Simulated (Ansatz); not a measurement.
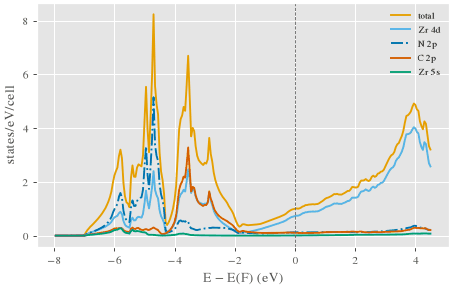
Fig. 1. Total and projected density of states of Zr$_{2}$CN in space group R-3m (No. 166; Zr on 6c, C on 3a, N on 3b), the program Ansatz at the r²SCAN level (PAW)

Q: Which orbitals carry the states next to the Fermi level?

A: Within 0.5 eV of the Fermi level: Zr 4d 73 %, N 2p 12 %, C 2p 11 %. Projections are on Löwdin-orthogonalised atomic valence shells; empty p or d shells of many metals are not among them.

Q: Where is the tallest occupied peak in this window, and what makes it?

A: Near -4.7 eV, about 8.2 states/eV per cell; the largest projected share is N 2p.

The first step of the workflow began from a Materials Project structure, measured or hypothetical; the Crystallography Open Database copy checked does not list it. Its standing as an ambient phase is unchecked. The r²SCAN relaxation kept the symmetry of its start; whether a distortion lowers the energy is not shown. The run is not spin-polarised. With an odd number of electrons in the cell and no spin polarisation, the count alone makes it a metal. Scalar-relativistic: spin–orbit coupling is off unless named, which matters more the heavier the elements.

Potentials: the later of the program's two PAW sets.
